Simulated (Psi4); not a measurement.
**BP86/6-31+G(d) (density fitting, Cartesian functions) run of C2H3F3O (2,2,2-trifluoroethanol)**

Aim: molecular dynamics of C2H3F3O (2,2,2-trifluoroethanol). The job is set up through an ASE script.

Program for the calculation: Psi4 1.11.

**1. The molecule**

The species is C2H3F3O (9 atoms), meant as a singlet with charge 0. SMILES: `OCC(F)(F)F`. Geometry: relaxed at PBE0-D4/def2-TZVP (4 decimals). This is one conformer, not always the lowest. The run starts from this shape.

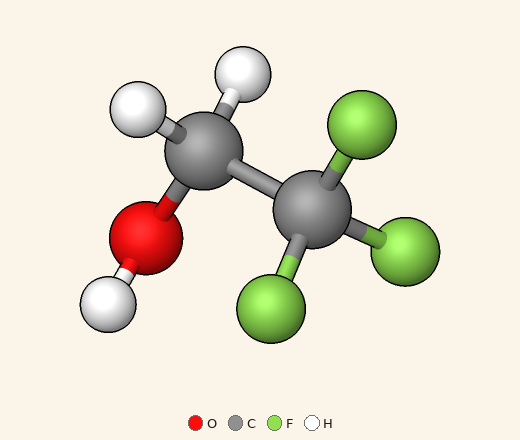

Viewed from a chosen angle; oxygen red, carbon grey, fluorine green, hydrogen white.

**2. A short trajectory at BP86/6-31+G(d) (density fitting, Cartesian functions)**

Contents of c2h3f3o.sdf:

```

     RDKit          3D

  9  8  0  0  0  0  0  0  0  0999 V2000
    0.2665   -1.5058   -0.5222 O   0  0  0  0  0  0  0  0  0  0  0  0
    0.1335   -0.5260    0.4610 C   0  0  0  0  0  0  0  0  0  0  0  0
   -0.3458    0.7939   -0.1073 C   0  0  0  0  0  0  0  0  0  0  0  0
   -1.5492    0.7025   -0.6710 F   0  0  0  0  0  0  0  0  0  0  0  0
    0.5033    1.2415   -1.0492 F   0  0  0  0  0  0  0  0  0  0  0  0
   -0.4104    1.7223    0.8536 F   0  0  0  0  0  0  0  0  0  0  0  0
    0.9476   -1.2317   -1.1433 H   0  0  0  0  0  0  0  0  0  0  0  0
   -0.6129   -0.8714    1.1776 H   0  0  0  0  0  0  0  0  0  0  0  0
    1.0673   -0.3252    1.0007 H   0  0  0  0  0  0  0  0  0  0  0  0
  2  1  1  0
  3  2  1  0
  4  3  1  0
  5  3  1  0
  6  3  1  0
  7  1  1  0
  8  2  1  0
  9  2  1  0
M  END
$$$$
```

Contents of run.py:

```python
import numpy as np
from ase.calculators.psi4 import Psi4
from ase.io import read
from ase import units
from ase.md.velocitydistribution import MaxwellBoltzmannDistribution, Stationary
from ase.md.verlet import VelocityVerlet

a = read('c2h3f3o.sdf')
calc = Psi4(atoms=a, method='bp86', basis='6-31+G*', memory='1600MB', num_threads=1, charge=0, multiplicity=1, label='c2h3f3o', reference='rks')
a.calc = calc

MaxwellBoltzmannDistribution(a, temperature_K=1000.0, rng=np.random.default_rng(271))
Stationary(a)
dyn = VelocityVerlet(a, 0.25 * units.fs)
def show():
    ep, ek = a.get_potential_energy(), a.get_kinetic_energy()
    print(f'step {dyn.nsteps:3d}  Epot {ep:14.6f}  Ekin {ek:9.6f}  Etot {ep + ek:14.6f} eV  T {a.get_temperature():7.1f} K')
dyn.attach(show)
dyn.run(25)
```

Run with:

```
$ python run.py
```

c2h3f3o.dat:

```text
gradient() will perform analytic gradient computation.

   => Loading Basis Set <=

    Name: 6-31+G*
    Role: ORBITAL
    Keyword: BASIS

         ---------------------------------------------------------
                                   SCF
                              RKS Reference
                        1 Threads,   1525 MiB Core
         ---------------------------------------------------------

  ==> Geometry <==

    Molecular point group: c1
    Full point group: C1

    Geometry (in Angstrom), charge = 0, multiplicity = 1:

       Center              X                  Y                   Z               Mass
    ------------   -----------------  -----------------  -----------------  -----------------
         O            0.532005748273    -2.030534421739    -0.230320745085    15.994914619570
         C            0.272553615456    -0.976760038902     0.662427553616    12.000000000000
         C           -0.086376706224     0.311189470115     0.108096732673    12.000000000000
         F           -1.310966719912     0.217159838786    -0.588349050297    18.998403162730
         F            0.767202619720     0.822840523714    -0.838195262052    18.998403162730
         F           -0.130462570320     1.285865593785     1.031504629517    18.998403162730
         H            1.216438021243    -1.653681530938    -0.817265930949     1.007825032230
         H           -0.390136009244    -1.259967931646     1.519304088004     1.007825032230
         H            1.223379839389    -0.780114323456     1.225669842724     1.007825032230

  Running in c1 symmetry.

  Rotational constants: A =      0.17193  B =      0.09301  C =      0.09085 [cm^-1]
  Rotational constants: A =   5154.27358  B =   2788.45380  C =   2723.54212 [MHz]
  Nuclear repulsion =  271.264860893121295

  Charge       = 0
  Multiplicity = 1
  Electrons    = 50
  Nalpha       = 25
  Nbeta        = 25

  ==> Algorithm <==

  SCF Algorithm Type is DF.
  DIIS enabled.
  MOM disabled.
  Fractional occupation disabled.
  Guess Type is SAD.
  Energy threshold   = 1.00e-08
  Density threshold  = 1.00e-08
  Integral threshold = 1.00e-12

  ==> Primary Basis <==

  Basis Set: 6-31+G*
    Blend: 6-31+G*
    Number of shells: 54
    Number of basis functions: 120
    Number of Cartesian functions: 120
    Spherical Harmonics?: false
    Max angular momentum: 2

  ==> DFT Potential <==

   => LibXC <=

    Version 7.1.2

   => Composite Functional: BP86 <=

    BP86 GGA Exchange-Correlation Functional

    Deriv               =              1
    GGA                 =           TRUE
    Meta                =          FALSE

    Exchange Hybrid     =          FALSE
    MP2 Hybrid          =          FALSE

   => Exchange Functionals <=

    1.0000     XC_GGA_X_B88

   => Correlation Functionals <=

    1.0000     XC_GGA_C_P86

   => LibXC Density Thresholds  <==

    XC_GGA_C_P86:  1.00E-15
    XC_GGA_X_B88:  1.00E-15

   => Molecular Quadrature <=

    Radial Scheme          =       TREUTLER
    Pruning Scheme         =           NONE
    Nuclear Scheme         =       TREUTLER

    Blocking Scheme        =         OCTREE
    BS radius alpha        =              1
    Pruning alpha          =              1
    Radial Points          =             75
    Spherical Points       =            302
    Total Points           =         194924
    Total Blocks           =           1504
    Max Points             =            256
    Max Functions          =            118
    Weights Tolerance      =       1.00E-15

   => Loading Basis Set <=

    Name: (6-31+G* AUX)
    Role: JKFIT
    Keyword: DF_BASIS_SCF

  ==> Integral Setup <==

  DFHelper Memory: AOs need 0.079 GiB; user supplied 0.531 GiB.
  SCF_SUBTYPE=INCORE selected. In-core MEM_DF algorithm will be used.
  Using in-core AOs.

  ==> MemDFJK: Density-Fitted J/K Matrices <==

    J tasked:                   Yes
    K tasked:                    No
    wK tasked:                   No
    Memory [MiB]:               543
    Algorithm:                 Core
    Schwarz Cutoff:           1E-12
    Mask sparsity (%):       0.5694
    Fitting Condition:        1E-10

   => Auxiliary Basis Set <=

  Basis Set: (6-31+G* AUX)
    Blend: HEAVY-AUG-CC-PVDZ-JKFIT
    Number of shells: 195
    Number of basis functions: 681
    Number of Cartesian functions: 681
    Spherical Harmonics?: false
    Max angular momentum: 3

  Cached 100.0% of DFT collocation blocks in 0.587 [GiB].

  Minimum eigenvalue in the overlap matrix is 1.4305277498E-04.
  Reciprocal condition number of the overlap matrix is 1.3538899858E-05.
    Using symmetric orthogonalization.

  ==> Pre-Iterations <==

  SCF Guess: Superposition of Atomic Densities via on-the-fly atomic UHF (no occupation information).

   -------------------------
    Irrep   Nso     Nmo
   -------------------------
     A        120     120
   -------------------------
    Total     120     120
   -------------------------

  ==> Iterations <==

                           Total Energy        Delta E     RMS |[F,P]|

   @DF-RKS iter SAD:  -452.42462875009278   -4.52425e+02   0.00000e+00
   @DF-RKS iter   1:  -452.47944736013750   -5.48186e-02   6.97317e-03 ADIIS/DIIS
   @DF-RKS iter   2:  -451.96364194315100    5.15805e-01   1.15449e-02 ADIIS/DIIS
   @DF-RKS iter   3:  -452.74785450340630   -7.84213e-01   2.07954e-03 ADIIS/DIIS
   @DF-RKS iter   4:  -452.77028781331217   -2.24333e-02   6.29939e-04 ADIIS/DIIS
   @DF-RKS iter   5:  -452.77238858053084   -2.10077e-03   1.69126e-04 ADIIS/DIIS
   @DF-RKS iter   6:  -452.77250608500435   -1.17504e-04   8.05020e-05 DIIS
   @DF-RKS iter   7:  -452.77253551643435   -2.94314e-05   1.84158e-05 DIIS
   @DF-RKS iter   8:  -452.77253713535572   -1.61892e-06   5.21732e-06 DIIS
   @DF-RKS iter   9:  -452.77253731862146   -1.83266e-07   1.46794e-06 DIIS
   @DF-RKS iter  10:  -452.77253732706208   -8.44062e-09   6.77552e-07 DIIS
   @DF-RKS iter  11:  -452.77253732919240   -2.13032e-09   5.38361e-08 DIIS
   @DF-RKS iter  12:  -452.77253732920877   -1.63709e-11   1.15499e-08 DIIS
   @DF-RKS iter  13:  -452.77253732920980   -1.02318e-12   4.00232e-09 DIIS
  Energy and wave function converged.

  ==> Post-Iterations <==

   Electrons on quadrature grid:
      Ntotal   =   50.0000252478 ; deviation = 2.525e-05

    Orbital Energies [Eh]
    ---------------------

    Doubly Occupied:

       1A    -24.368479     2A    -24.356165     3A    -24.339566
       4A    -18.846147     5A    -10.172590     6A    -10.011067
       7A     -1.222178     8A     -1.143455     9A     -1.118369
      10A     -0.989141    11A     -0.736659    12A     -0.620005
      13A     -0.551012    14A     -0.544418    15A     -0.539159
      16A     -0.469586    17A     -0.431892    18A     -0.424187
      19A     -0.412669    20A     -0.395183    21A     -0.378223
      22A     -0.363437    23A     -0.356875    24A     -0.338699
      25A     -0.269962

    Virtual:

      26A     -0.026659    27A      0.006396    28A      0.010386
      29A      0.032105    30A      0.043307    31A      0.058758
      32A      0.078590    33A      0.082870    34A      0.095180
      35A      0.112630    36A      0.129515    37A      0.141573
      38A      0.160705    39A      0.167796    40A      0.196926
      41A      0.200169    42A      0.221599    43A      0.231584
      44A      0.242210    45A      0.252041    46A      0.256531
      47A      0.276872    48A      0.299578    49A      0.312305
      50A      0.325128    51A      0.333417    52A      0.337323
      53A      0.344047    54A      0.352667    55A      0.379304
      56A      0.410924    57A      0.430465    58A      0.577187
      59A      0.634944    60A      0.664694    61A      0.711583
      62A      0.723302    63A      0.739871    64A      0.826389
      65A      0.941435    66A      0.979103    67A      1.065952
      68A      1.095922    69A      1.103270    70A      1.169045
      71A      1.197731    72A      1.267497    73A      1.337042
      74A      1.433328    75A      1.455825    76A      1.483563
      77A      1.496819    78A      1.510453    79A      1.524736
      80A      1.550550    81A      1.580066    82A      1.581583
      83A      1.597747    84A      1.603684    85A      1.617881
      86A      1.644941    87A      1.713471    88A      1.742557
      89A      1.762789    90A      1.765414    91A      1.777981
      92A      1.810009    93A      1.859119    94A      1.868962
      95A      1.929774    96A      1.949665    97A      1.967664
      98A      1.991419    99A      2.006403   100A      2.019644
     101A      2.101768   102A      2.149570   103A      2.221131
     104A      2.282479   105A      2.359309   106A      2.398194
     107A      2.438523   108A      2.608353   109A      2.636243
     110A      2.759979   111A      2.882420   112A      3.016618
     113A      3.039945   114A      3.127394   115A      3.970545
     116A      4.197663   117A      4.505982   118A      5.355328
     119A      5.433935   120A      6.108916

    Final Occupation by Irrep:
              A
    DOCC [    25 ]
    NA   [    25 ]
    NB   [    25 ]

  @DF-RKS Final Energy:  -452.77253732920980

   => Energetics <=

    Nuclear Repulsion Energy =            271.2648608931212948
    One-Electron Energy =               -1164.1932773433413786
    Two-Electron Energy =                 491.9798549134522432
    DFT Exchange-Correlation Energy =     -51.8239757924419351
    Empirical Dispersion Energy =           0.0000000000000000
    VV10 Nonlocal Energy =                  0.0000000000000000
    Total Energy =                       -452.7725373292097970

Computation Completed

Properties will be evaluated at   0.000000,   0.000000,   0.000000 [a0]

Properties computed using the SCF density matrix

 Multipole Moments:

 ------------------------------------------------------------------------------------
     Multipole            Electronic (a.u.)      Nuclear  (a.u.)        Total (a.u.)
 ------------------------------------------------------------------------------------

 L = 1.  Multiply by 2.5417464519 to convert [e a0] to [Debye]
 Dipole X            :         -1.9411181            2.5601051            0.6189870
 Dipole Y            :          5.4816465           -5.6666631           -0.1850166
 Dipole Z            :         -1.7142302            2.1787231            0.4644929
 Magnitude           :                                                    0.7956945

 ------------------------------------------------------------------------------------

	total time  =         11 seconds =       0.18 minutes

         ------------------------------------------------------------
                                   SCF GRAD
         ------------------------------------------------------------

  ==> Geometry <==

    Molecular point group: c1
    Full point group: C1

    Geometry (in Angstrom), charge = 0, multiplicity = 1:

       Center              X                  Y                   Z               Mass
    ------------   -----------------  -----------------  -----------------  -----------------
         O            0.532005748273    -2.030534421739    -0.230320745085    15.994914619570
         C            0.272553615456    -0.976760038902     0.662427553616    12.000000000000
         C           -0.086376706224     0.311189470115     0.108096732673    12.000000000000
         F           -1.310966719912     0.217159838786    -0.588349050297    18.998403162730
         F            0.767202619720     0.822840523714    -0.838195262052    18.998403162730
         F           -0.130462570320     1.285865593785     1.031504629517    18.998403162730
         H            1.216438021243    -1.653681530938    -0.817265930949     1.007825032230
         H           -0.390136009244    -1.259967931646     1.519304088004     1.007825032230
         H            1.223379839389    -0.780114323456     1.225669842724     1.007825032230

  Nuclear repulsion =  271.264860893121295

  ==> Basis Set <==

  Basis Set: 6-31+G*
    Blend: 6-31+G*
    Number of shells: 54
    Number of basis functions: 120
    Number of Cartesian functions: 120
    Spherical Harmonics?: false
    Max angular momentum: 2

  ==> DFJKGrad: Density-Fitted SCF Gradients <==

    Gradient:                    1
    J tasked:                  Yes
    K tasked:                   No
    wK tasked:                  No
    Integrals threads:           1
    Memory [MiB]:             1144
    Schwarz Cutoff:          1E-12
    Fitting Condition:       1E-10

   => Auxiliary Basis Set <=

  Basis Set: (6-31+G* AUX)
    Blend: HEAVY-AUG-CC-PVDZ-JKFIT
    Number of shells: 195
    Number of basis functions: 681
    Number of Cartesian functions: 681
    Spherical Harmonics?: false
    Max angular momentum: 3

  ==> DFT Potential <==

   => LibXC <=

    Version 7.1.2

   => Composite Functional: BP86 <=

    BP86 GGA Exchange-Correlation Functional

    Deriv               =              1
    GGA                 =           TRUE
    Meta                =          FALSE

    Exchange Hybrid     =          FALSE
    MP2 Hybrid          =          FALSE

   => Exchange Functionals <=

    1.0000     XC_GGA_X_B88

   => Correlation Functionals <=

    1.0000     XC_GGA_C_P86

   => LibXC Density Thresholds  <==

    XC_GGA_C_P86:  1.00E-15
    XC_GGA_X_B88:  1.00E-15

   => Molecular Quadrature <=

    Radial Scheme          =       TREUTLER
    Pruning Scheme         =           NONE
    Nuclear Scheme         =       TREUTLER

    Blocking Scheme        =         OCTREE
    BS radius alpha        =              1
    Pruning alpha          =              1
    Radial Points          =             75
    Spherical Points       =            302
    Total Points           =         194924
    Total Blocks           =           1504
    Max Points             =            256
    Max Functions          =            118
    Weights Tolerance      =       1.00E-15

  -Total Gradient:
     Atom            X                  Y                   Z
    ------   -----------------  -----------------  -----------------
       1        0.011858041492    -0.001213486274     0.006491970758
       2       -0.041617372001     0.027764964066    -0.054857370169
       3        0.035508665238    -0.035428279468     0.048553675596
       4       -0.009515251952    -0.006059490666    -0.016365583611
       5       -0.012456736726     0.012280912138     0.005544487883
       6        0.013010821027    -0.002948114317    -0.016353249391
       7       -0.003552713713     0.006471491341     0.007557018390
       8        0.005408005398     0.002361297269     0.018461685282
       9        0.001106219247    -0.003570837776     0.000896213311

	total time  =          3 seconds =       0.05 minutes
```

The script printed:

```text
step   0  Epot  -12320.881238  Ekin  1.190446  Etot  -12319.690792 eV  T  1023.3 K
step   1  Epot  -12320.885349  Ekin  1.194479  Etot  -12319.690870 eV  T  1026.8 K
step   2  Epot  -12320.886821  Ekin  1.195852  Etot  -12319.690970 eV  T  1027.9 K
step   3  Epot  -12320.885340  Ekin  1.194280  Etot  -12319.691060 eV  T  1026.6 K
step   4  Epot  -12320.880760  Ekin  1.189617  Etot  -12319.691143 eV  T  1022.6 K
step   5  Epot  -12320.873060  Ekin  1.181867  Etot  -12319.691193 eV  T  1015.9 K
step   6  Epot  -12320.862390  Ekin  1.171181  Etot  -12319.691208 eV  T  1006.7 K
step   7  Epot  -12320.849020  Ekin  1.157841  Etot  -12319.691179 eV  T   995.3 K
step   8  Epot  -12320.833360  Ekin  1.142226  Etot  -12319.691134 eV  T   981.9 K
step   9  Epot  -12320.815844  Ekin  1.124789  Etot  -12319.691056 eV  T   966.9 K
step  10  Epot  -12320.796978  Ekin  1.106017  Etot  -12319.690961 eV  T   950.7 K
step  11  Epot  -12320.777259  Ekin  1.086408  Etot  -12319.690850 eV  T   933.9 K
step  12  Epot  -12320.757203  Ekin  1.066441  Etot  -12319.690763 eV  T   916.7 K
step  13  Epot  -12320.737231  Ekin  1.046550  Etot  -12319.690681 eV  T   899.6 K
step  14  Epot  -12320.717736  Ekin  1.027115  Etot  -12319.690621 eV  T   882.9 K
step  15  Epot  -12320.699031  Ekin  1.008439  Etot  -12319.690592 eV  T   866.8 K
step  16  Epot  -12320.681328  Ekin  0.990747  Etot  -12319.690581 eV  T   851.6 K
step  17  Epot  -12320.664765  Ekin  0.974177  Etot  -12319.690588 eV  T   837.4 K
step  18  Epot  -12320.649402  Ekin  0.958783  Etot  -12319.690619 eV  T   824.2 K
step  19  Epot  -12320.635228  Ekin  0.944546  Etot  -12319.690681 eV  T   811.9 K
step  20  Epot  -12320.622135  Ekin  0.931383  Etot  -12319.690752 eV  T   800.6 K
step  21  Epot  -12320.610009  Ekin  0.919166  Etot  -12319.690843 eV  T   790.1 K
step  22  Epot  -12320.598683  Ekin  0.907749  Etot  -12319.690934 eV  T   780.3 K
step  23  Epot  -12320.588020  Ekin  0.896994  Etot  -12319.691026 eV  T   771.1 K
step  24  Epot  -12320.577905  Ekin  0.886802  Etot  -12319.691103 eV  T   762.3 K
step  25  Epot  -12320.568294  Ekin  0.877137  Etot  -12319.691157 eV  T   754.0 K
```

Run time: 6.6 min. Hardware: 1 thread of Intel Xeon Platinum 8375C at 2.90GHz (Ice Lake), shared host; peak memory 1.6 GiB.

Steps, from the record of the run:

```
step  potential energy change (eV)  largest force (eV/Å)
   0                        0.0000                1.4445
   2                       -0.0056                1.4315
   4                        0.0005                1.4124
   6                        0.0188                1.7080
   8                        0.0479                2.1633
  10                        0.0843                2.5832
  12                        0.1240                2.9600
  14                        0.1635                3.2855
  16                        0.1999                3.5514
  18                        0.2318                3.7488
  20                        0.2591                3.8706
  22                        0.2826                3.9113
  24                        0.3033                3.8693
  25                        0.3129                3.8178
```

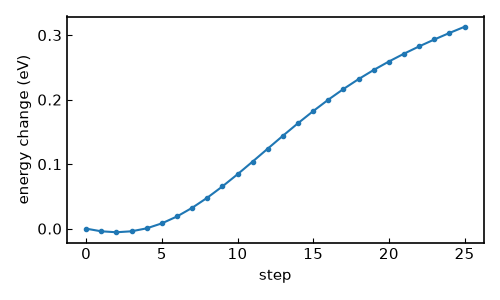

Energy along the run.

**3. What came out**

At BP86/6-31+G* (density fitting, Cartesian functions):

| quantity | value |
| --- | --- |
| potential energy of the last frame | -452.77254 Eh |
